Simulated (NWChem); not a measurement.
# O3 (ozone): levels of theory compared

We compute a comparison of 4 runs (HF/def2-TZVPP, MP2/def2-TZVPP, CCSD/def2-TZVPP, CCSD(T)/def2-TZVPP) of O3 (ozone). 

The results are computed with NWChem 7.3.0.

3 further runs of the same task are left out: 3 that didn't finish.

## 1. The molecule

The species is O3 (3 atoms), meant as a singlet with charge 0. SMILES: `O=[O+][O-]`. The O2–O3 distance was set to 2.724 Å, away from the relaxed value. At this shape a bond of the SMILES string is far longer than usual.

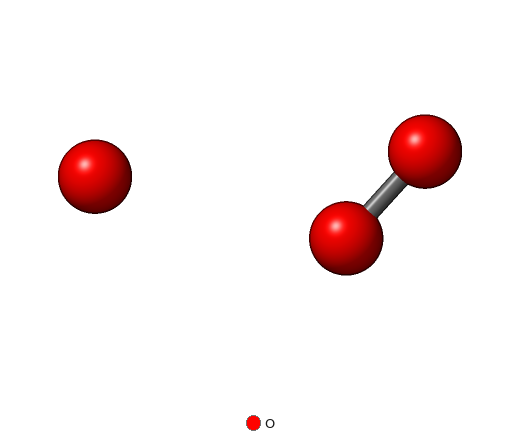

The structure, seen from a chosen angle (oxygen red).

## 2. A single-point energy at HF/def2-TZVPP (run 1)

run.py reads:

```python
from ase import Atoms
from ase.calculators.nwchem import NWChem

mol = Atoms(['O', 'O', 'O'], positions=[
    [1.317788, -1.941243, 0.518342],
    [0.240188, -1.722943, -0.050558],
    [-0.619800, 0.853500, -0.250100],
])

calc = NWChem(
    label='struct',
    theory='scf',
    memory='2200 mb',
    basis='def2-TZVPP',
    basispar='spherical bse',
    scf={'nopen': '0', 'rhf': None, 'thresh': '1e-08', 'maxiter': '80'},
    task='energy',
)
mol.calc = calc

print("Total energy (eV):", round(mol.get_potential_energy(), 6))
print("dipole (e A):", mol.get_dipole_moment().round(4))
```

On the command line:

```sh
$ export ASE_NWCHEM_COMMAND="nwchem PREFIX.nwi > PREFIX.nwo"
$ python run.py
```

Standard output:

```text
Total energy (eV): -6102.9737
dipole (e A): [ 0.0271 -0.0323  0.0115]
```

The calculator wrote struct.nwi:

```
title "struct"

permanent_dir struct

scratch_dir struct

start struct

geometry units angstrom nocenter noautosym noautoz
  O  1.3177880000000000e+00 -1.9412430000000001e+00 5.1834199999999997e-01
  O  2.4018800000000001e-01 -1.7229429999999999e+00 -5.0557999999999999e-02
  O  -6.1980000000000002e-01 8.5350000000000004e-01 -2.5009999999999999e-01
end

memory 2200 mb

basis spherical bse noprint
   * library def2-TZVPP
end

scf
  nopen 0
  rhf
  thresh 1e-08
  maxiter 80
end

task scf energy
```

struct.nwo, shortened:

```text
[...]
      One-electron energy =   -407.485684800907
[... 1 line left out ...]
 Nuclear repulsion energy =     49.506784669730
[... 30 lines left out ...]
                       ROHF Final Molecular Orbital Analysis
[... 154 lines left out ...]
 center of mass
[...]
```

Wall time 33 s (1 thread of Intel Xeon 6975P-C (Granite Rapids), shared host); peak memory 0.097 GiB.

## 3. The energy at MP2/def2-TZVPP (run 2)

o3.xyz reads:

```xyz
3
O3
O      1.317788    -1.941243     0.518342
O      0.240188    -1.722943    -0.050558
O     -0.619800     0.853500    -0.250100
```

run.py reads:

```python
from ase.io import read
from ase.calculators.nwchem import NWChem

mol = read('o3.xyz')

calc = NWChem(
    label='o3',
    theory='mp2',
    memory='2200 mb',
    basis='def2-TZVPP',
    basispar='spherical bse',
    scf={'nopen': '0', 'rhf': None, 'thresh': '1e-08', 'maxiter': '80', 'print': 'low'},
    mp2={'freeze': 'core 3', 'tight': None},
    task='energy',
)
mol.calc = calc

print(f"energy = {mol.get_potential_energy():.6f} eV")
```

On the command line:

```sh
$ export ASE_NWCHEM_COMMAND="nwchem PREFIX.nwi > PREFIX.nwo"
$ python run.py
```

Standard output:

```text
energy = -6120.485619 eV
```

The calculator wrote o3.nwi:

```
title "o3"

permanent_dir o3

scratch_dir o3

start o3

geometry units angstrom nocenter noautosym noautoz
  O  1.3177880000000000e+00 -1.9412430000000001e+00 5.1834199999999997e-01
  O  2.4018800000000001e-01 -1.7229429999999999e+00 -5.0557999999999999e-02
  O  -6.1980000000000002e-01 8.5350000000000004e-01 -2.5009999999999999e-01
end

memory 2200 mb

basis spherical bse noprint
   * library def2-TZVPP
end

scf
  nopen 0
  rhf
  thresh 1e-08
  maxiter 80
  print low
end
mp2
  freeze core 3
  tight
end

task mp2 energy
```

o3.nwo:

```text
Northwest Computational Chemistry Package (NWChem) 7.3.0
             --------------------------------------------------------

           Job information
           ---------------

    nwchem branch   = 7.3.0
    use scalapack   = T
    input           = o3.nwi
    prefix          = o3.
    data base       = o3/o3.db
    status          = startup
    nproc           =        1

           Memory information
           ------------------

    heap     =     72089598 doubles =      550.0 Mbytes
    stack    =     72089595 doubles =      550.0 Mbytes
    global   =    144179200 doubles =     1100.0 Mbytes (distinct from heap & stack)
    total    =    288358393 doubles =     2200.0 Mbytes
    verify   = yes
    hardfail = no

           Directory information
           ---------------------

  0 permanent = o3
  0 scratch   = o3

                                NWChem Input Module
                                -------------------

                                        o3
                                        --

[... 21 lines left out ...]
            Nuclear Dipole moment (a.u.)
[... 44 lines left out ...]
  ga_iter_lsolve: convergence stagnant ... aborting solve
  ga_iter_lsolve: convergence stagnant ... aborting solve
[... 1 line left out ...]
       Final RHF  results
[... 2 lines left out ...]
         Total SCF energy =   -224.280148563360
      One-electron energy =   -407.485684800907
      Two-electron energy =    133.698751567817
 Nuclear repulsion energy =     49.506784669730
[... 30 lines left out ...]
 Semi-direct pass number   1 of   1  for RHF alpha+beta  at       34.4s
 Done moints_semi at       36.3s
 Done maket at       36.4s
 Done multipass loop at       36.4s

          -------------------------------------------
          SCF energy                -224.280148563360
          Correlation energy          -0.643551153795
          Singlet pairs               -0.413885534554
          Triplet pairs               -0.229665619241
          Total MP2 energy          -224.923699717155
          -------------------------------------------

          ---------------------------------------------------
                    Spin Component Scaled (SCS) MP2
          Same spin pairs                     -0.153110412827
          Same spin scaling factor             0.333333333333
          Opposite spin pairs                 -0.490440740967
          Opposite spin scaling fact.          1.200000000000
          SCS-MP2 correlation energy          -0.639565693437
          Total SCS-MP2 energy              -224.919714256797
          ---------------------------------------------------

 -----------------------
 Task  times  cpu:       36.4s     wall:       36.4s
 Total times  cpu:       36.4s     wall:       36.4s
```

It took 38 s on 1 thread of Intel Xeon 6975P-C (Granite Rapids), shared host; peak memory 0.21 GiB.

## 4. A single-point energy at CCSD/def2-TZVPP (run 3)

o3.nw reads:

```
start o3
memory total 2200 mb
geometry noautosym nocenter noautoz
  O     1.317788   -1.941243    0.518342
  O     0.240188   -1.722943   -0.050558
  O    -0.619800    0.853500   -0.250100
end
basis spherical bse
  * library def2-TZVPP
end
scf
  thresh 1e-08
  maxiter 80
end
ccsd
  freeze core 3
  maxiter 60
end
task ccsd energy
```

On the command line:

```sh
$ nwchem o3.nw > o3.out
```

Standard output:

```text
[...]
  functions       =    93
[...]
  wavefunction    = RHF
[...]
         Total SCF energy =   -224.280148563363
      One-electron energy =   -407.485684800860
      Two-electron energy =    133.698751567766
 Nuclear repulsion energy =     49.506784669730
        Time for solution =     32.1s
[...]
 Total MP2 energy:           -224.923699717158883
[...]
             energy      energy      error      ampl     ampl      Block
                                                time     time      time
[...]
 Total CCSD energy:           -224.952062620863899
[...]
```

It took 4.5 min on 1 thread of Intel Xeon 6975P-C (Granite Rapids), shared host; peak memory 0.18 GiB.

## 5. A single-point energy at CCSD(T)/def2-TZVPP (run 4)

Changes to o3.xyz since step 3:

```diff
@@ -1,3 +1,3 @@
 3
-O3
+O3 ccsd(t)
 O      1.317788    -1.941243     0.518342
```

o3.nw reads:

```
start o3
title "O3 ccsd(t)"
memory stack 880 mb heap 220 mb global 1100 mb
charge 0
geometry units angstroms noautosym nocenter noautoz
  load o3.xyz
end
basis spherical bse
  * library def2-TZVPP
end
scf
  thresh 1e-08
  maxiter 80
end
ccsd
  freeze core 3
  maxiter 60
end
task ccsd(t) energy
```

On the command line:

```sh
$ nwchem o3.nw > o3.out
```

Standard output:

```text
[...]
  functions       =    93
[...]
  wavefunction    = RHF
[...]
         Total SCF energy =   -224.280148563383
      One-electron energy =   -407.485684800898
      Two-electron energy =    133.698751567785
 Nuclear repulsion energy =     49.506784669730
        Time for solution =     28.8s
[...]
 Total MP2 energy:           -224.923699717178323
[...]
             energy      energy      error      ampl     ampl      Block
                                                time     time      time
[...]
 Total CCSD energy:           -224.952062620880781
[...]
 Total CCSD+T(CCSD) energy:           -224.986511118458338
[...]
 Total CCSD(T) energy:                -224.985080174262322
[...]
```

Run time: 5 min. Hardware: 1 thread of Intel Xeon 6975P-C (Granite Rapids), shared host; peak memory 0.24 GiB.

## 6. Overview of the runs

```
run               level   module  frozen core orbitals  energy (Eh)  HOMO energy (eV)  LUMO energy (eV)  HOMO–LUMO gap (eV)  wall time
  1       HF/def2-TZVPP      scf                     –  -224.280149            -13.42             -0.07               13.35       33 s
  2      MP2/def2-TZVPP      mp2                     3  -224.923700                 –                 –                   –       38 s
  3     CCSD/def2-TZVPP     ccsd                     3  -224.952063            -13.42             -0.07               13.35    4.5 min
  4  CCSD(T)/def2-TZVPP  ccsd(t)                     3  -224.985080            -13.42             -0.07               13.35      5 min
```

## 7. Results

| quantity | value |
| --- | --- |
| run 4: total energy | -224.98508 Eh |
| run 4: HOMO energy (Hartree–Fock orbitals) | -13.42 eV |
| run 4: LUMO energy (Hartree–Fock orbitals) | -0.07 eV |
| run 4: HOMO–LUMO gap (Hartree–Fock orbitals) | 13.35 eV |
| run 4: correlation energy (3 core orbitals frozen) | -704.9 mEh |
| run 4: (T) correction | -33.02 mEh |

What this shows: Below the HF energy at the same shape and in the same basis (def2-TZVPP): MP2 -643.6 mEh; CCSD -671.9 mEh; CCSD(T) -704.9 mEh. In runs 1, 2, 3, 4 a closed-shell determinant meets a far-stretched bond, which it describes badly. All runs together took 11 min, the longest 5 min.
